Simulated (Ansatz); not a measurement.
## Run report: InH3Cl2O, single-point calculation

- system: InH3Cl2O
- method: RKS PBE0-D4/def2-TZVPP (Ansatz 0.2.0)

The geometry is the reactant side of a reaction. The reaction was set up to form In1–O6 and H2–H5 and to break In1–H2 and H5–O6 (atoms counted from 1 in the order of the input); sticks are drawn by distance alone. The geometry comes from this level: PBE0-D4/def2-TZVP.

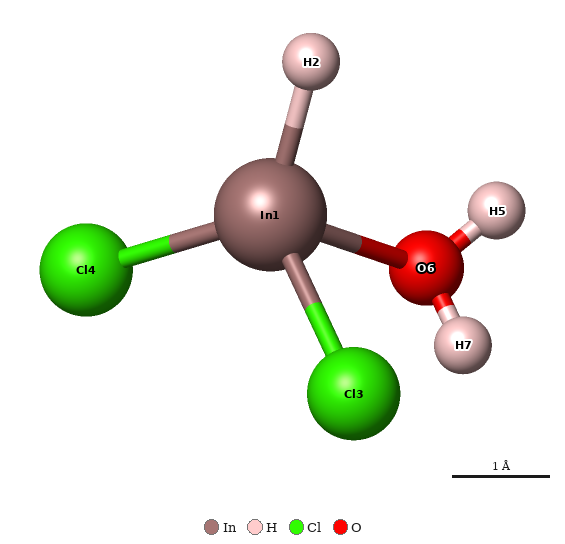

Figure 1. The structure as given in the input (ball-and-stick view, seen at a tilt; atoms are numbered from 1 in the order of the input). Sticks mark near contacts.

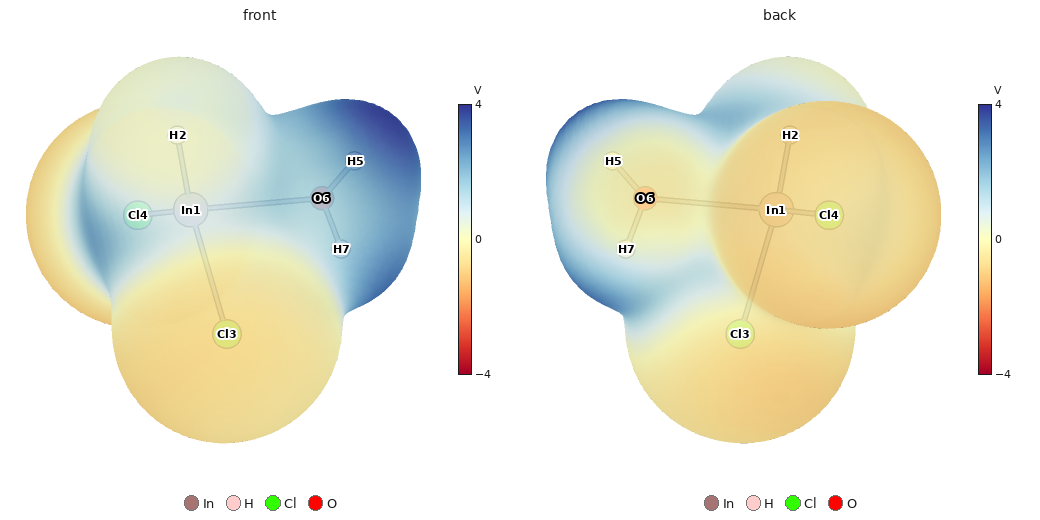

Figure 2. The molecular electrostatic potential painted on the density surface at 0.002 e/bohr³, seen at a tilt and from behind; the colour scale runs from red (negative) to blue (positive).

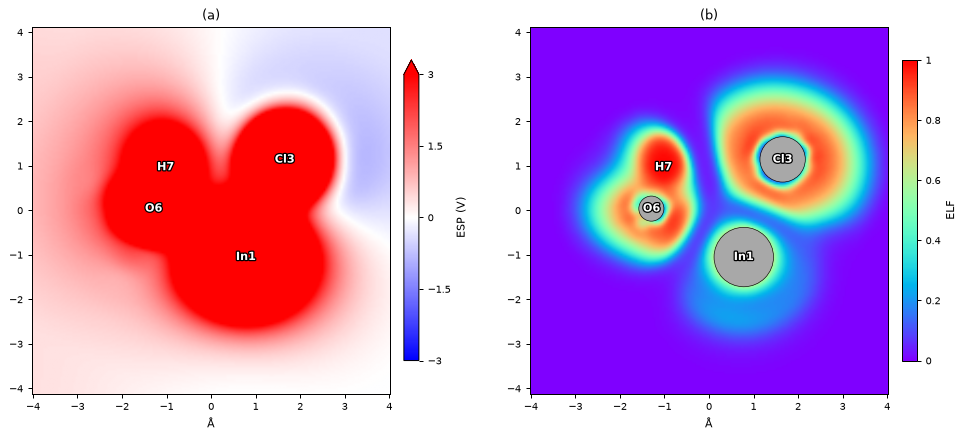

Figure 3. (a) electrostatic potential; (b) electron localisation function on the plane of atoms Cl3, In1 and O6. Grey discs, where drawn, cover atomic cores. The section cuts through In, Cl, O and H sites. In–O (2.34 Å): the ELF is about 0.10 at the midpoint, which marks ionic bonding with no shared pair.

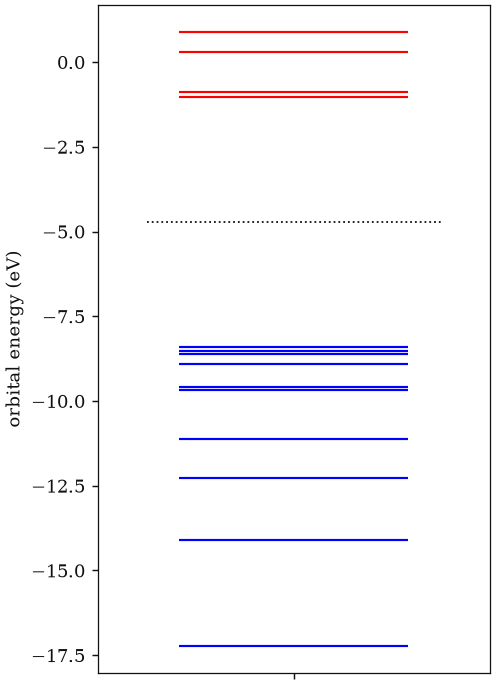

Figure 4. Orbital energies near the frontier; the dotted line parts filled from empty levels, and levels within 0.02 eV of each other stand side by side. Highest filled −8.41 eV, lowest empty −1.03 eV, 7.38 eV apart.

These pictures come from the run below.

Input file
```yaml
crystal:
  periodic: [false, false, false]
  atoms:
    - {symbol: In, position_ang: [-0.988794, -0.275047, 0.196301]}
    - {symbol: H, position_ang: [-0.975543, -1.840458, 0.860158]}
    - {symbol: Cl, position_ang: [-0.858505, 0.080336, -2.133011]}
    - {symbol: Cl, position_ang: [-1.833795, 1.598601, 1.279839]}
    - {symbol: H, position_ang: [1.956561, -0.356564, 0.404865]}
    - {symbol: O, position_ang: [1.284998, 0.288979, 0.163012]}
    - {symbol: H, position_ang: [1.415177, 0.504254, -0.771363]}
basis:
  gaussian: {orbitals: def2-TZVPP}
hamiltonian: {xc: pbe0, dispersion: d4}
output: {orbitals: {seedname: orbitals}}
```

Run as:
```bash
ansatz run in.yaml --threads 4 --pin off --events-out ev --progress --plain --max-ram 9574MiB
```

What the program printed
```
Functional definition: PBE0
  name "PBE0"
  cite "Adamo & Barone, J. Chem. Phys. 110, 6158 (1999) doi:10.1063/1.478522"
  cite "Perdew, Burke & Ernzerhof, Phys. Rev. Lett. 77, 3865 (1996) doi:10.1103/PhysRevLett.77.3865"
  parent pbe
  parameter a = 0.25
  parameter kappa = 0.804
  parameter beta = 0.06672455060314922
  exchange = (1 - a)*pbe_x(kappa = kappa, mu = beta*pi^2/3) + a*exact_x
  correlation = pbe_c(beta = beta)
1459 factors; their error is unknown
mean field evaluation 1: about -32305.2449 eV, gradient 5.1e1 eV
mean field evaluation 2: about -32300.5253 eV, gradient 7.4e1 eV
mean field evaluation 4: about -32309.6527 eV, gradient 2.4e0 eV
mean field evaluation 8: about -32309.6622 eV, gradient 3.5e-2 eV
mean field evaluation 16: about -32309.7749 eV, gradient 5.1e-5 eV
mean field -32309.77490521 eV, -1187.3623274144 hartree, gradient 5.1e-5 eV, S^2 0.000000; 0 other end points of the search recorded, 0 dependent functions left out
reference -32309.77494548 eV, -1187.3623288945 hartree; 33, 33 occupied and 174, 174 virtual orbitals, 1459 factors
Total energy: -32309.91772902 eV, -1187.3675760925 hartree
```

Results in brief

```tsv
quantity	value
outcome	converged
total energy	−32309.9177 eV
mean-field energy	−32309.7749 eV
dispersion energy	−0.1428 eV
SCF solution under orbital rotations	stable
HOMO	−8.41 eV
LUMO	−1.03 eV
hardware	4 threads of Arm Neoverse V2, 23 GiB of memory available, shared host
wall time	2.2 s (CPU time 8.2 s)
peak memory	0.55 GiB
```
